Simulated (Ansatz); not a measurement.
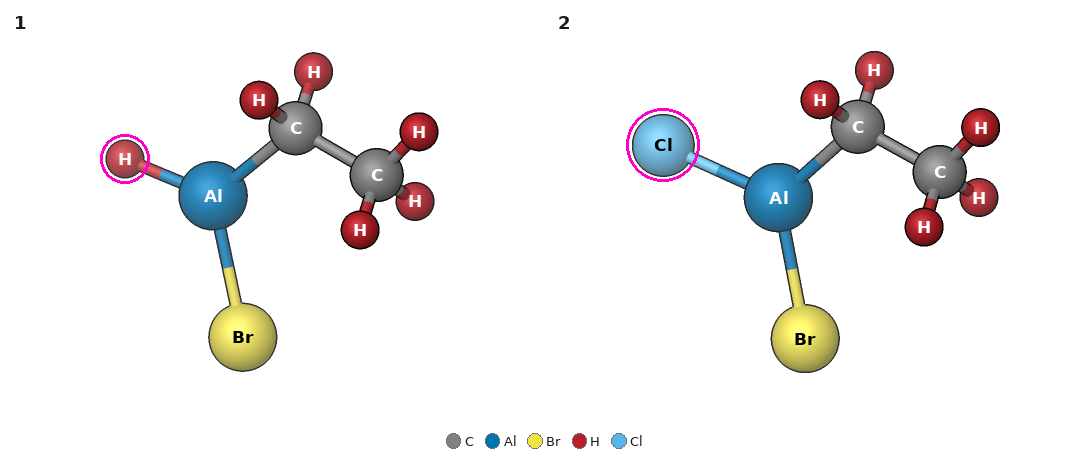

2 molecules with one skeleton, seen from the same side and at one scale; the atom that differs is circled. Each species is neutral and a spin singlet. Computed geometries: PBE0-D4/def2-TZVP optimisations, one conformation each. Properties computed with Ansatz 0.2.0.

One atom differs, called X below: H in panel 1, Cl in panel 2. Their formulas are C2H6AlBr (`C[CH2][AlH][Br]`), C2H5AlBrCl (`C[CH2][Al]([Cl])[Br]`).

### In which is the harmonic X–Al stretching wavenumber higher (PBE0-D4/def2-TZVP)?

In panel 1 (X = H).

### In which is the HOMO energy (Kohn–Sham orbital) higher (ωB97M-V/def2-TZVPP)?

In panel 1 (X = H).

Give the values. With PBE0-D4/def2-TZVP: length of X–Al (Å), angle C–Al–X (°), dipole moment (D), harmonic zero-point energy (kJ/mol), harmonic X–Al stretching wavenumber (cm⁻¹). With ωB97M-V/def2-TZVPP: HOMO energy (Kohn–Sham orbital) (eV), HOMO–LUMO gap (eV).

| quantity | 1 (H) | 2 (Cl) | 2 − 1 |
| --- | --- | --- | --- |
| length of X–Al (Å) | 1.581 | 2.092 | +0.511 |
| angle C–Al–X (°) | 124.6 | 121.1 | −3.5 |
| dipole moment (D) | 1.93 | 2.11 | +0.18 |
| harmonic zero-point energy (kJ/mol) | 190.0 | 177.4 | −12.6 |
| HOMO energy (Kohn–Sham orbital) (eV) | −9.94 | −10.41 | −0.47 |
| HOMO–LUMO gap (eV) | 10.30 | 11.07 | +0.77 |
| harmonic X–Al stretching wavenumber (cm⁻¹) | 1945 | 560 | −1385 |
